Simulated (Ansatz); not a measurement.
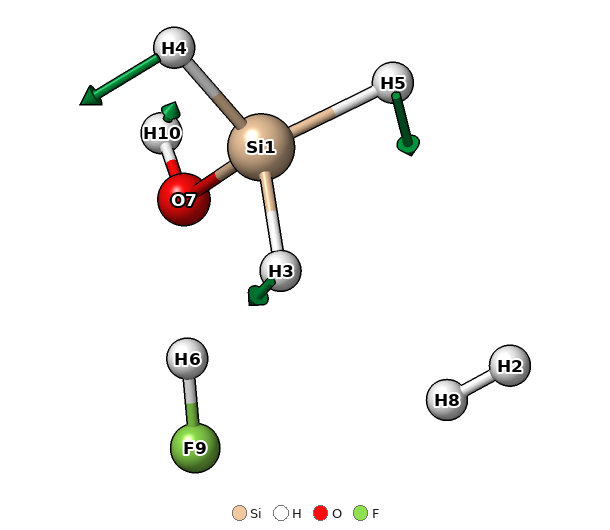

The arrows show one normal mode. Harmonic vibrations computed with RKS PBE0-D4/def2-TZVP (Ansatz 0.2.0) at a stationary point of the same level.

Question: Describe the motion.

Answer: Mostly H–Si–H bending.

Question: At what wavenumber does it lie?

Answer: 979 cm⁻¹; it is mode 17 of 24 counted from the lowest.
